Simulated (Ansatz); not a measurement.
The figure comes from a scan of Pt (fcc, Cu type): one Pt atom of a 4-atom cell moves by s along Cartesian [110], with its periodic images. Method: PBE (plane waves to 420 eV, PAW, scalar-relativistic; Ansatz, a quantum-chemistry and plane-wave program). k mesh 10×10×10 (Γ-centred), Fermi-Dirac smearing 0.05 eV. With partly filled bands, energies and forces of such displacements shift with the k mesh and the smearing. F∥ is the force on the atom along that direction. Pt is run without spin polarisation. Pt was relaxed with its symmetry unable to fall. Spin-orbit coupling is left out, though Pt is heavy. The PAW data are Ansatz's earlier set. 

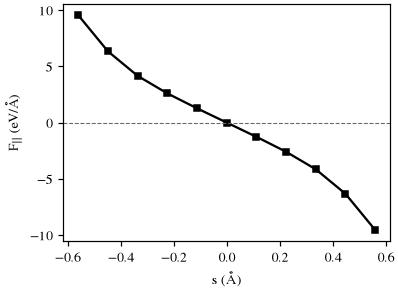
Figure. F∥ (eV/Å) against s (Å); markers are the computed points, lines only join them.

Question: Read the plotted values off the figure, to the accuracy that the plot allows.

Answer: To the nearest 0.5:

| s (Å) | F∥ (eV/Å) |
|---|---|
| -0.560 | 9.5 |
| -0.448 | 6.5 |
| -0.336 | 4.0 |
| -0.224 | 2.5 |
| -0.112 | 1.5 |
| 0.000 | 0.0 |
| 0.112 | -1.5 |
| 0.224 | -2.5 |
| 0.336 | -4.0 |
| 0.448 | -6.5 |
| 0.560 | -9.5 |

(A displaced cell: forces are minus the slopes of the energy, force constants its curvatures, and phonons follow from these.)
